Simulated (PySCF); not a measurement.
C5H15PSi

```yaml
atoms:
  - { symbol: C, position_ang: [-2.8722, -1.0433, -0.2480] }
  - { symbol: C, position_ang: [-1.3768, -0.8232, -0.4306] }
  - { symbol: C, position_ang: [-0.9880, 0.6315, -0.6943] }
  - { symbol: C, position_ang: [-1.2730, 1.5568, 0.4858] }
  - { symbol: P, position_ang: [0.7912, 0.9031, -1.2513] }
  - { symbol: Si, position_ang: [1.9950, -0.3123, 0.2386] }
  - { symbol: C, position_ang: [3.8156, -0.0619, -0.1625] }
  - { symbol: H, position_ang: [-3.4358, -0.6995, -1.1304] }
  - { symbol: H, position_ang: [-3.0990, -2.1104, -0.1045] }
  - { symbol: H, position_ang: [-3.2659, -0.5052, 0.6277] }
  - { symbol: H, position_ang: [-0.8392, -1.1836, 0.4648] }
  - { symbol: H, position_ang: [-1.0176, -1.4477, -1.2656] }
  - { symbol: H, position_ang: [-1.5746, 0.9924, -1.5598] }
  - { symbol: H, position_ang: [-2.3446, 1.5650, 0.7368] }
  - { symbol: H, position_ang: [-0.9759, 2.5927, 0.2642] }
  - { symbol: H, position_ang: [-0.7232, 1.2354, 1.3852] }
  - { symbol: H, position_ang: [0.8447, -0.0985, -2.2708] }
  - { symbol: H, position_ang: [1.6737, -1.7758, 0.2332] }
  - { symbol: H, position_ang: [1.6900, 0.2113, 1.6085] }
  - { symbol: H, position_ang: [4.0512, -0.4571, -1.1627] }
  - { symbol: H, position_ang: [4.4544, -0.5805, 0.5685] }
  - { symbol: H, position_ang: [4.0687, 1.0088, -0.1506] }
```

Geometry: PBE0-D3(BJ)/def2-SVP.

Computed with PBE0/pcSseg-1, SCF density, gas phase, non-relativistic (PySCF 2.14.0).

Q: Predict the electron density and electron localisation function between the atoms.

A: C–Si (1.88 Å): ρ is about 0.94 e/Å³ halfway; the ELF peaks at about 0.95 between the atoms, as expected for a covalent bond.
C–P (1.88 Å): ρ is about 1 e/Å³ halfway; the ELF peaks at about 0.95 between the atoms (localised, covalent bonding).
Si–P (2.27 Å): the density is about 0.73 e/Å³ at the midpoint, with its minimum of 0.64 e/Å³ about 0.8 Å from Si; the ELF peaks at about 0.95 between the atoms (localised, covalent bonding).
C–H (1.11 Å): the density is about 1.9 e/Å³ at the midpoint; the ELF climbs to about 1 towards the hydrogen, as it does in any bond to H: a covalent bond by its length.

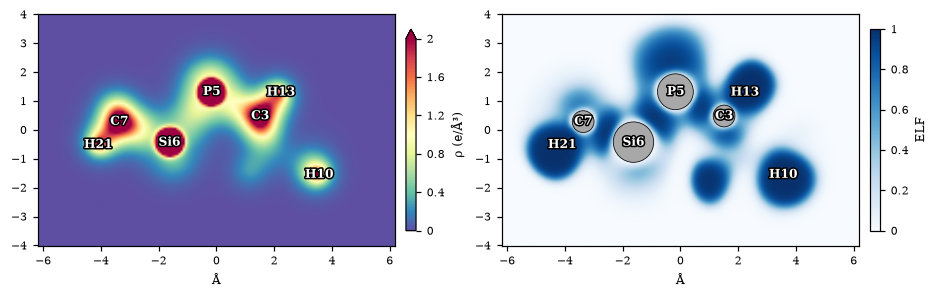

Computed electron density and electron localisation function on the plane of atoms P5, Si6 and C7, in this order. Grey discs cover the atomic cores in the ELF map. 
